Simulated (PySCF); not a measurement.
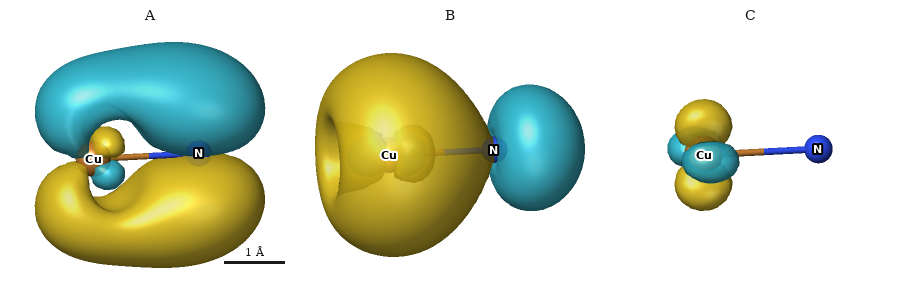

*CuN (triplet). Three frontier β-spin orbitals, each drawn at the value that holds 80 % of its norm (yellow and cyan are the two phases), in no order; of a degenerate pair one member is drawn.*

⟨S²⟩ = 2.06, above the pure value of 2.00.

Theory: PySCF, PBE0/def2-TZVPP, non-relativistic Hamiltonian with scalar-relativistic core potentials where named, at a bond length of 1.816 Å.

Name the orbitals and rank them from lowest to highest energy.

Answer. Orbital C: δ, occupied in this spin, −8.65 eV; almost wholly on Cu.
Orbital B: σ, occupied in this spin, −6.27 eV; shared between the atoms (Cu 60 %, N 40 %).
Orbital A: π, empty in this spin, −1.85 eV; bonding, with no node between the atoms.
